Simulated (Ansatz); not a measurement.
# CH₅NSi (SMILES NC=[SiH2]): one structure at several levels

The atoms stand at a structure displaced at random from a GFN2-xTB minimum. How far do the functionals agree with CCSD(T) there?

Method: single points in def2-TZVPP; program: Ansatz 0.2.0, Gaussian basis.

Cores are frozen in the correlated methods.

### Step 1. Where the work starts

SMILES `NC=[SiH2]`, 8 atoms, charge 0, spin multiplicity 1.

Atoms are counted from 1 here; the program's logs count them from 0.

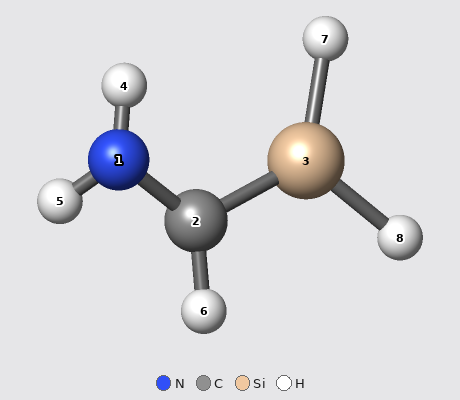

As it starts; nitrogen blue, carbon grey, silicon light orange, hydrogen white; atoms are numbered from 1 in the order of the file.

As a file:

```xyz
8
CH5NSi
N    -0.4491    0.6374   -1.3131
C    -0.0866    0.5976    0.1515
Si    0.6862   -0.8329    0.8042
H    -0.4793   -0.2413   -1.7583
H    -1.2154    1.2470   -1.2011
H     0.0316    1.5474    0.8658
H     0.6647   -2.3818    0.2263
H     1.4585   -0.6142    2.2430
```

### Step 2. CCSD(T)/def2-TZVPP

Input file run/in.yaml:

```yaml
crystal:
  periodic: [false, false, false]
  atoms:
    - {symbol: N, position_ang: [-0.449100, 0.637400, -1.313100]}
    - {symbol: C, position_ang: [-0.086600, 0.597600, 0.151500]}
    - {symbol: Si, position_ang: [0.686200, -0.832900, 0.804200]}
    - {symbol: H, position_ang: [-0.479300, -0.241300, -1.758300]}
    - {symbol: H, position_ang: [-1.215400, 1.247000, -1.201100]}
    - {symbol: H, position_ang: [0.031600, 1.547400, 0.865800]}
    - {symbol: H, position_ang: [0.664700, -2.381800, 0.226300]}
    - {symbol: H, position_ang: [1.458500, -0.614200, 2.243000]}
basis:
  gaussian: {orbitals: def2-TZVPP}
correlation: {method: ccsd_t}
output: {forces: true}
```

No record of the launch command was kept for these runs.

### Step 3. PBE0-D4/def2-TZVPP

run/in.yaml, as its differences from that of step 2:

```diff
@@ -13,3 +13,3 @@
   gaussian: {orbitals: def2-TZVPP}
-correlation: {method: ccsd_t}
-output: {forces: true}
+hamiltonian: {xc: pbe0, dispersion: d4}
+output: {forces: true, orbitals: {seedname: orbitals}}
```

### Step 4. wB97M-V/def2-TZVPP

run/in.yaml, as its differences from that of step 3:

```diff
@@ -13,3 +13,3 @@
   gaussian: {orbitals: def2-TZVPP}
-hamiltonian: {xc: pbe0, dispersion: d4}
-output: {forces: true, orbitals: {seedname: orbitals}}
+hamiltonian: {xc: {name: wB97M-V}}
+output: {forces: true}
```

### Step 5. r2SCAN-D4/def2-TZVPP

run/in.yaml, as its differences from that of step 4:

```diff
@@ -13,3 +13,3 @@
   gaussian: {orbitals: def2-TZVPP}
-hamiltonian: {xc: {name: wB97M-V}}
+hamiltonian: {xc: r2scan, dispersion: d4}
 output: {forces: true}
```

### Step 6. PBE-D4/def2-TZVPP

run/in.yaml, as its differences from that of step 5:

```diff
@@ -13,3 +13,3 @@
   gaussian: {orbitals: def2-TZVPP}
-hamiltonian: {xc: r2scan, dispersion: d4}
+hamiltonian: {xc: pbe, dispersion: d4}
 output: {forces: true}
```

### Step 7. B97M-V/def2-TZVPP

run/in.yaml, as its differences from that of step 6:

```diff
@@ -13,3 +13,3 @@
   gaussian: {orbitals: def2-TZVPP}
-hamiltonian: {xc: pbe, dispersion: d4}
+hamiltonian: {xc: {name: B97M-V}}
 output: {forces: true}
```

### Step 8. SPW92/def2-TZVPP

run/in.yaml, as its differences from that of step 7:

```diff
@@ -13,3 +13,3 @@
   gaussian: {orbitals: def2-TZVPP}
-hamiltonian: {xc: {name: B97M-V}}
+hamiltonian: {xc: lda}
 output: {forces: true}
```

(Steps that only read results are left out.)

Before running it: what results should come out? Wanted: energy less free atoms, CCSD(T)/def2-TZVPP; RMS force component; RMS force error; HOMO and LUMO, PBE0-D4; T1 diagnostic.

**Answer**, as computed:

| quantity | value |
| --- | --- |
| energy less free atoms, CCSD(T)/def2-TZVPP | -25.003 eV |
| RMS force component | 1.572 to 1.638 eV/Å over the methods |
| RMS force error | PBE0-D4 0.201, wB97M-V 0.222, r2SCAN-D4 0.136, PBE-D4 0.177, B97M-V 0.203, SPW92 0.343 eV/Å |
| HOMO and LUMO, PBE0-D4 | -5.49 and -1.12 eV |
| T1 diagnostic | 0.015 |

What this shows: Against CCSD(T) the functionals' energies less atoms differ by -5.015 to -0.779 eV, PBE-D4 by -1.578 eV. A larger basis would deepen the CCSD(T) value, while the functionals are nearly converged already, so the order here is not reliable. The forces of r2SCAN-D4 come nearest to CCSD(T), those of SPW92 are farthest. Frozen-core CCSD(T) forces in triple zeta carry basis errors of their own, and this is one geometry, so small gaps rank nothing. The restricted Hartree–Fock reference is unstable towards an unrestricted one at one or more of these structures.
